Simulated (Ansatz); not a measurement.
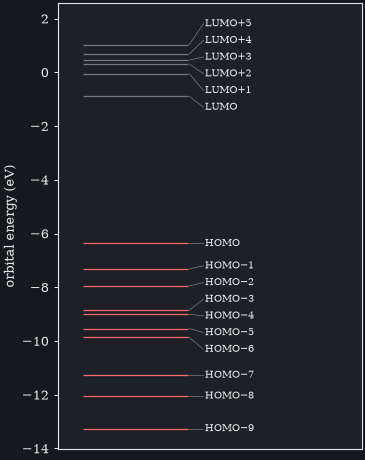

Kohn-Sham orbital energies near the frontier, B97M-V/def2-TZVPP with the Ansatz code 0.2.0, at a PBE0-D4/def2-TZVP geometry (a minimum by its frequencies), isolated molecule; empty levels in grey, levels within 0.03 eV side by side.

Which molecule has this level scheme?
A. C₃H₉NSi (enamine tautomer), SMILES C/C(N)=C\[SiH3]
B. CH₆FNSSi, SMILES N[C@@](F)([SiH3])S
C. C₃H₄BrCl, SMILES C=C[C@@H](Cl)Br
D. Ge₂H₆O, SMILES [GeH3][O][GeH3], singlet

Answer. B. HOMO −6.37 eV, LUMO −0.89 eV, separation 5.47 eV.

Known limits of this run: empty levels above zero depend strongly on the basis.
